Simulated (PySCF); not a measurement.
# BH₆O₃Si₃ (doublet): what the fields show

```tsv
atom	x (Å)	y (Å)	z (Å)
B	-2.3490	0.0296	0.7490
Si	-1.0370	-0.5065	-0.5664
O	-0.0046	-1.5301	0.2680
Si	1.4969	-1.2994	0.7857
O	2.1542	0.0086	0.0880
Si	1.4459	1.1463	-0.8509
O	-0.0907	0.7346	-1.1150
H	-3.4310	-0.4164	0.7216
H	-2.0873	0.7252	1.6554
H	-1.2349	-1.2789	-1.7996
H	1.5336	-1.0946	2.2248
H	1.4434	2.3685	-0.0613
H	2.1560	1.1136	-2.1173
```

Geometry: GFN2-xTB.

Computed with UKS B3LYP, pcH-1 on B H O Si, non-relativistic, mean-field spin-orbit, GIAO (PySCF 2.14.0, density-fitted response routines).

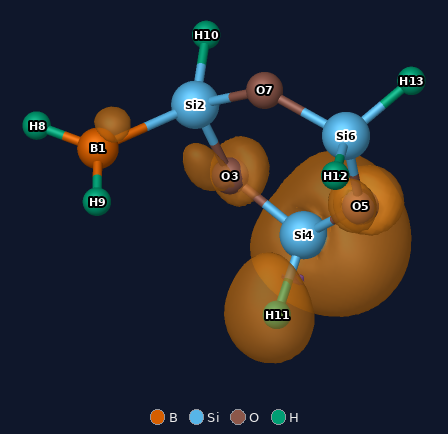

Figure 1. Isosurfaces of the spin density at +0.015 (orange) and −0.015 e/Å³ (purple), seen at a tilt.

Question: Which atoms carry the spin?

Answer: The unpaired spin (1 electron) lies mostly on Si4 (about 0.7) and H11 (about 0.1), in electrons by Hirshfeld's partition.

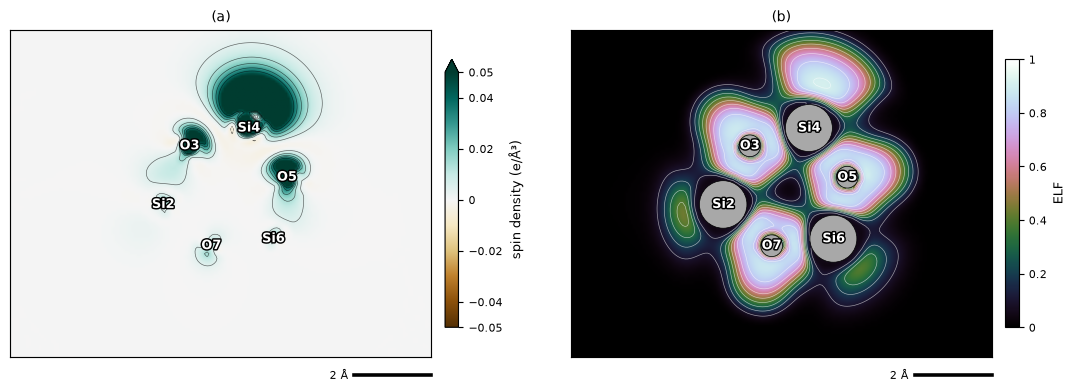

Figure 2. (a) spin density; (b) ELF on the plane of atoms O5, Si6 and O7. Grey discs cover the atomic cores in the ELF map.

Question: What does the map show?

Answer: The section cuts through Si and O sites.
Si–O (1.60 Å): the ELF peaks at about 0.85 between the atoms, as expected for a short, strongly polar bond.
Si–O (1.65 Å): the ELF peaks at about 0.85 between the atoms, as expected for a polar covalent bond.
The ELF also peaks beside O7, O5 and O3, away from the bonds: non-bonding electrons, paired or unpaired.

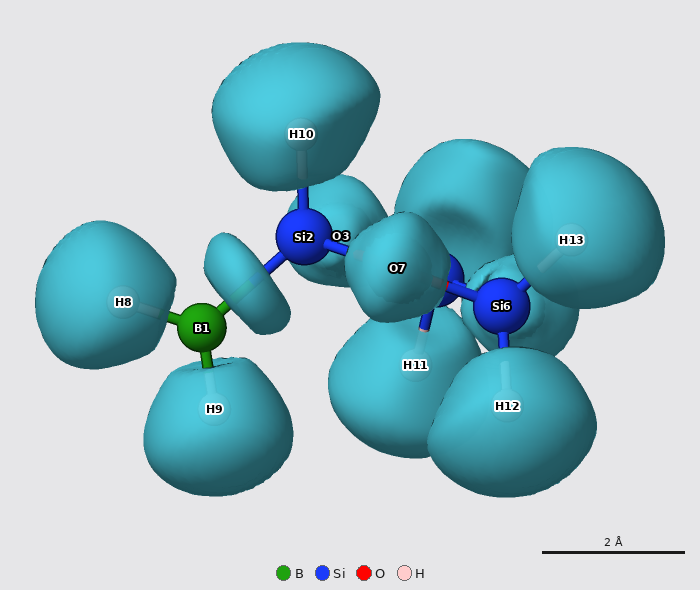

Figure 3. Isosurface of the ELF at 0.8 (cyan), seen from one side. Only the valence region is drawn (cores and ρ < 0.01 e/Å³ removed).

Question: Describe the localisation domains.

Answer: The ELF exceeds this value in one region between bonded B–Si atoms (shared pairs), six regions around hydrogen nuclei, one lobe on Si, pointing away from the bonds (non-bonding electrons) and three regions wrapped around O (its lone pairs, merged into a ring or cap).


 Si–B (1.93 Å): the ELF peaks at about 1 between the atoms (a covalent bond).
